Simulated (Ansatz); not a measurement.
**Y (P6_3/mmc): the Drude term of Re ε in the infrared**

Re ε of Y (P6_3/mmc) along x at low photon energies is read from one computed spectrum; the carriers' damping was typed as γ = 0.03 eV. x, y and z are the Cartesian axes of the input cell.

It takes space group P6_3/mmc (No. 194, hexagonal). The conventional cell has a = 3.647 Å, b = 3.647 Å, c = 5.731 Å, α = 90.00°, β = 90.00°, γ = 120.00°. Y on site c has 12 Y at 3.56 to 3.65 Å as nearest neighbours.

Method: Ansatz 0.2.0, PBE, independent particles, k-mesh 12×12×6 with interpolation inside its cells, Gaussian parameter 0.1 eV.

Launch of the response step: `ansatz run input.yaml --threads 4 --pin off --max-ram 8192MiB --backend cpu --events-out ev --progress --plain --runs-dir out`. The run took 24 s, on 4 threads of Intel(R) Xeon(R) Platinum 8488C (Sapphire Rapids) (shared host).

| photon energy E (eV) | wavelength (µm) | Re ε |
| --- | --- | --- |
| 0.25 | 4.96 | -135.9 |
| 0.30 | 4.13 | -91.3 |
| 0.35 | 3.54 | -63.0 |
| 0.40 | 3.10 | ? |
| 0.50 | 2.48 | -18.4 |
| 0.60 | 2.07 | -7.2 |
| 0.70 | 1.77 | 1.1 |

A Drude term over a constant background gives Re ε = ε_b − ωp²/(E² + γ²), linear in 1/(E² + γ²).

Working, on the rows shown:

| x = 1/(E² + γ²) (eV⁻²) | y = Re ε |
| --- | --- |
| 15.7729 | -135.9 |
| 11.0011 | -91.3 |
| 8.10373 | -63 |
| 3.98565 | -18.4 |
| 2.77085 | -7.2 |
| 2.03707 | 1.1 |

Means: x̄ = 7.2785, ȳ = -52.45. Σ(x − x̄)(y − ȳ) = -1459, Σ(x − x̄)² = 145.3. Slope = -1459 / 145.3 = -10.04; intercept = ȳ − slope · x̄ = 20.62. The line misses the rows shown by at most 2.3.

Question: Predict the last column of the withheld row from the fit.

Answer: At x = 6.215 the line gives y = -41.773. The run gave -43.1, so the interpolation is off by 1.3, 1.0 % of the range in the table.

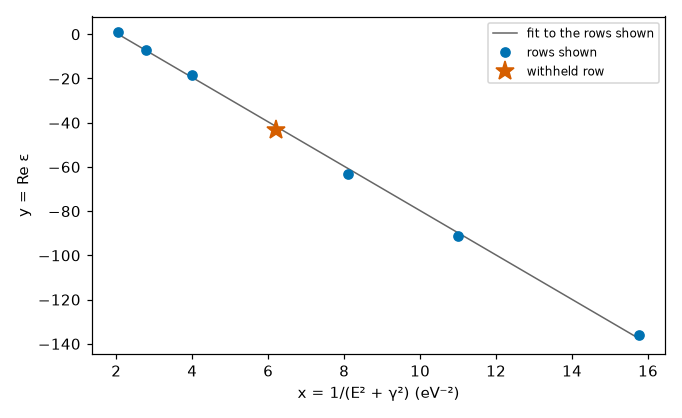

Refitted with all rows, the slope is -10.03 and the intercept 20.372. These give ωp = √(−slope) = 3.17 eV, against 3.24 eV from the program's Fermi-surface sum, and an intercept of 20.4. Taking the program's Drude term off the rows leaves 29 at the lowest energy and 22 at the highest, so the background isn't constant: interband transitions lie in or near the window, and neither fitted number can be trusted. The values come from a sum over the points of one k-mesh and carry its error, which is largest for Fermi-surface quantities. Spin-orbit coupling is left out.
